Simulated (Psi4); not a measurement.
# C2H3ClSi (SMILES ClC1=C[SiH2]1) at B3LYP/def2-SVP

Aim: the energy change on altering one bond length of C2H3ClSi at B3LYP/def2-SVP, from 2 runs. 

The results are computed with Psi4 1.11.

## Step 1: The system as given

The species is C2H3ClSi (7 atoms), meant as a singlet with charge 0. As SMILES, `ClC1=C[SiH2]1`. The shape is that of a PBE0-D4/def2-TZVP optimisation.

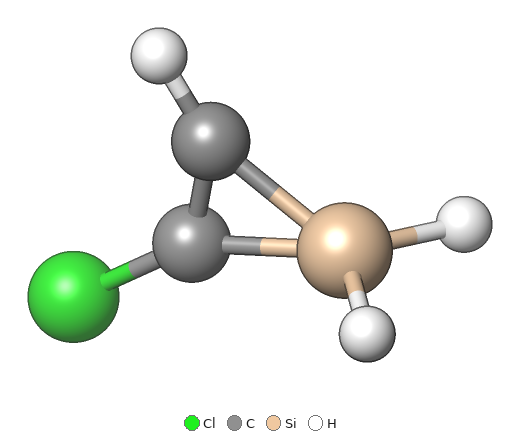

The structure, seen from a chosen angle (chlorine green, carbon grey, silicon light orange, hydrogen white).

## Step 2: Energy and forces at B3LYP/def2-SVP

job.in reads:

```
memory 1600 MB

molecule geom {
  Cl    -2.20946778    -4.33370892     0.77762230
  C     -0.67652195    -1.54938645     0.30840330
  C      1.58132282    -0.62360962     0.88193518
  Si    -0.35130009     1.64708529    -0.82940080
  H      3.26450188    -1.27329746     1.84361681
  H     -1.58321255     3.80080615     0.47016386
  H      0.09032891     2.20379861    -3.53870114
  units bohr
  symmetry c1
  no_reorient
  no_com
}

set {
  basis def2-SVP
  puream true
  e_convergence 1e-09
  d_convergence 1e-08
  scf_type pk
  dft_radial_points 99
  dft_spherical_points 590
}

result, w = gradient("b3lyp", return_wfn=True)
```

Launch:

```sh
psi4 -i job.in -o job.out -n 1
```

job.out (excerpt; [...] marks lines left out):

```text
[...]
  Running in c1 symmetry.
[...]
  Nuclear repulsion =  179.922318783884947
[...]
  Multiplicity = 1
[...]
  Nalpha       = 23
  Nbeta        = 23
[...]
    Number of basis functions: 79
[...]
   @RKS iter   1:  -827.05875649595373    1.93525e-01   9.24684e-03 ADIIS/DIIS
[...]
   @RKS iter  12:  -827.36776188134206    2.27374e-13   2.37088e-09 DIIS
[...]
    Orbital Energies [Eh]
    ---------------------
    Doubly Occupied:
       1A   -101.513210     2A    -66.132266     3A    -10.240050
       4A    -10.201296     5A     -9.468113     6A     -7.237080
       7A     -7.227559     8A     -7.226404     9A     -5.300746
      10A     -3.663202    11A     -3.662791    12A     -3.661233
      13A     -0.878228    14A     -0.787456    15A     -0.549372
      16A     -0.520363    17A     -0.472595    18A     -0.396413
      19A     -0.386703    20A     -0.351786    21A     -0.307739
      22A     -0.274316    23A     -0.273603
[...]
  @RKS Final Energy:  -827.36776188134206
   => Energetics <=
    Nuclear Repulsion Energy =            179.9223187838849469
    One-Electron Energy =               -1497.9808165379331513
    Two-Electron Energy =                 539.9788042313069809
    DFT Exchange-Correlation Energy =     -49.2880683586008601
    Empirical Dispersion Energy =           0.0000000000000000
    VV10 Nonlocal Energy =                  0.0000000000000000
    Total Energy =                       -827.3677618813420622
[...]
 Multipole Moments:
 ------------------------------------------------------------------------------------
     Multipole            Electronic (a.u.)      Nuclear  (a.u.)        Total (a.u.)
 ------------------------------------------------------------------------------------
 L = 1.  Multiply by 2.5417464519 to convert [e a0] to [Debye]
 Dipole X            :         35.5227188          -35.2787301            0.2439888
 Dipole Y            :         59.2538738          -58.9205267            0.3333471
 Dipole Z            :         -7.5560048            7.5250783           -0.0309265
 Magnitude           :                                                    0.4142550
[...]
  -Total Gradient:
     Atom            X                  Y                   Z
    ------   -----------------  -----------------  -----------------
       1        0.005746309865     0.009815014740    -0.001515457105
       2        0.004117186298     0.002616074526     0.000690502736
       3       -0.006625044524    -0.001530111984    -0.002170843392
       4        0.002244557011    -0.010269619117     0.005035467916
       5       -0.006146774310     0.002034900022    -0.003370545242
       6        0.000870285936    -0.001848383832    -0.000624384254
       7       -0.000206826934    -0.000813970382     0.001953577663
[...]
```

Run time: 14 s. Hardware: 1 thread of Intel Xeon Platinum 8488C (Sapphire Rapids), shared host; peak memory 1 GiB.

## Step 3: The distorted shape at the same level

c2h3clsi.xyz reads:

```xyz
7
C2H3ClSi
Cl    -1.881732    -2.018271     0.004396
C     -1.070532    -0.544871    -0.243904
C      0.124268    -0.054971     0.059596
Si    -0.898432     1.146629    -0.846004
H      1.727500    -0.673800     0.975600
H     -1.550332     2.286329    -0.158304
H     -0.664732     1.441229    -2.279704
```

calc.py reads:

```python
import psi4

psi4.set_memory(1600000000)
psi4.set_num_threads(1)
psi4.set_output_file('output.dat', False)

with open('c2h3clsi.xyz') as f:
    atoms = ''.join(f.readlines()[2:])
geom = psi4.geometry('0 1\n' + atoms + 'symmetry c1')

psi4.set_options({
    'basis': 'def2-SVP',
    'puream': True,
    'e_convergence': 1e-09,
    'd_convergence': 1e-08,
    'scf_type': 'pk',
    'dft_radial_points': 99,
    'dft_spherical_points': 590,
})

result, w = psi4.gradient('b3lyp', return_wfn=True)
psi4.oeprop(w, 'QUADRUPOLE', 'WIBERG_LOWDIN_INDICES', 'DIPOLE', title='B3LYP')
print('gradient / Eh bohr^-1')
print(result.np.round(6))
print(f'energy = {w.energy():.10f} Eh')
for k, v in sorted(psi4.core.scalar_variables().items()):
    print(f'{k:45s} {v:18.10f}')
```

Launch:

```sh
python calc.py
```

output.dat (excerpt; [...] marks lines left out):

```text
[...]
  Running in c1 symmetry.
[...]
  Nuclear repulsion =  177.189739206301880
[...]
  Multiplicity = 1
[...]
  Nalpha       = 23
  Nbeta        = 23
[...]
    Number of basis functions: 79
[...]
   @RKS iter   1:  -826.84556119500257    2.17346e-01   9.83080e-03 ADIIS/DIIS
[...]
   @RKS iter  12:  -827.24332367727436   -8.86757e-12   6.39841e-09 DIIS
[...]
  @RKS Final Energy:  -827.24332367727436
   => Energetics <=
    Nuclear Repulsion Energy =            177.1897392063018799
    One-Electron Energy =               -1492.1220986406026441
    Two-Electron Energy =                 536.8442706941282268
    DFT Exchange-Correlation Energy =     -49.1552349371019019
    Empirical Dispersion Energy =           0.0000000000000000
    VV10 Nonlocal Energy =                  0.0000000000000000
    Total Energy =                       -827.2433236772743612
[...]
  -Total Gradient:
     Atom            X                  Y                   Z
    ------   -----------------  -----------------  -----------------
       1        0.008336994384     0.006171661436     0.001017565521
       2       -0.012851589381     0.021710947897    -0.014002047620
       3       -0.053655064450     0.016157502554    -0.028852281278
       4       -0.003913568814    -0.020995250315     0.006738080443
       5        0.059861469523    -0.020844198137     0.033302889556
       6        0.001532825847    -0.001504028314    -0.000112958542
       7        0.000688323334    -0.000692216980     0.001906741287
[...]
 Multipole Moments:
 ------------------------------------------------------------------------------------
     Multipole            Electronic (a.u.)      Nuclear  (a.u.)        Total (a.u.)
 ------------------------------------------------------------------------------------
 L = 1.  Multiply by 2.5417464519 to convert [e a0] to [Debye]
 Dipole X            :         -3.6225501            3.4380118           -0.1845383
 Dipole Y            :         -5.1920772            5.6443084            0.4522312
 Dipole Z            :          0.5561472           -0.8133271           -0.2571799
 Magnitude           :                                                    0.5520045
 L = 2.  Multiply by 1.3450342976 to convert [e a0^2] to [Debye ang]
 Quadrupole XX       :       -130.2807059          101.4696198          -28.8110861
 Quadrupole XY       :        -97.6103519           97.5391900           -0.0711619
[...]
```

The script printed:

```text
gradient / Eh bohr^-1
[[ 0.008337  0.006172  0.001018]
 [-0.012852  0.021711 -0.014002]
 [-0.053655  0.016158 -0.028852]
 [-0.003914 -0.020995  0.006738]
 [ 0.059861 -0.020844  0.033303]
 [ 0.001533 -0.001504 -0.000113]
 [ 0.000688 -0.000692  0.001907]]
energy = -827.2433236773 Eh
CURRENT ENERGY                                   -827.2433236773
CURRENT REFERENCE ENERGY                         -827.2433236773
DD SOLVATION ENERGY                                 0.0000000000
DFT FUNCTIONAL TOTAL ENERGY                      -827.2433236773
DFT TOTAL ENERGY                                 -827.2433236773
DFT VV10 ENERGY                                     0.0000000000
DFT XC ENERGY                                     -49.1552349371
GRID ELECTRONS ALPHA                               22.9999999710
GRID ELECTRONS BETA                                22.9999999710
GRID ELECTRONS TOTAL                               45.9999999419
NUCLEAR REPULSION ENERGY                          177.1897392063
ONE-ELECTRON ENERGY                             -1492.1220986406
PCM POLARIZATION ENERGY                             0.0000000000
PE ENERGY                                           0.0000000000
SCF ITERATION ENERGY                             -827.2433236773
SCF ITERATIONS                                     12.0000000000
SCF TOTAL ENERGY                                 -827.2433236773
TWO-ELECTRON ENERGY                               536.8442706941
XC GRID RADIAL POINTS                              99.0000000000
XC GRID SPHERICAL POINTS                          590.0000000000
XC GRID TOTAL POINTS                           387835.0000000000
```

It took 14 s on 1 thread of Intel Xeon Platinum 8488C (Sapphire Rapids), shared host; peak memory 0.99 GiB.

## Step 4: Results

At B3LYP/def2-SVP:

| quantity | value |
| --- | --- |
| first shape: total energy | -827.36776 Eh |
| first shape: dipole moment | 1.05 D |
| first shape: HOMO energy | -7.45 eV |
| first shape: LUMO energy | -0.32 eV |
| first shape: HOMO–LUMO gap | 7.13 eV |
| first shape: largest force on an atom | 0.599 eV/Å |
| distorted shape: total energy | -827.24332 Eh |
| distorted shape: dipole moment | 1.40 D |
| distorted shape: HOMO energy | -7.30 eV |
| distorted shape: LUMO energy | -2.69 eV |
| distorted shape: HOMO–LUMO gap | 4.61 eV |
| distorted shape: largest force on an atom | 3.682 eV/Å |
| energy change with the C3–H5 bond stretched from 1.082 to 1.947 Å | 3.386 eV |

With the C3–H5 bond stretched from 1.082 to 1.947 Å the energy rises by 3.39 eV (78 kcal/mol). The first shape isn't relaxed at this level, so the change isn't measured from a minimum. A restricted reference can't describe the breaking bond well at this length. The largest force (first shape) is 0.60 eV/Å: the shape isn't a stationary point for this species at this level.
